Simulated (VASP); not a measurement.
Band structure of Li (bcc). Method: PBE GGA, VASP's PBE PAW potentials (set 64) (plane waves; VASP 6.6.1).

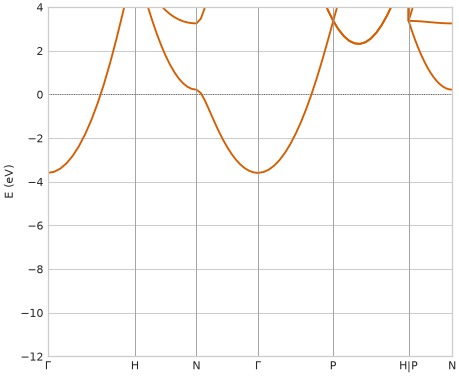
Figure: Bands along high-symmetry lines, zero at the valence-band maximum or, without a gap, the Fermi level

Problem. Read the plot: is there a gap, and where are the band edges?

Solution. It has no gap at this level: it comes out as a metal or semimetal. (Edges off the drawn lines would not show.)

The compound is Li in the bcc structure. It was relaxed first, which changed the volume by -5 %.
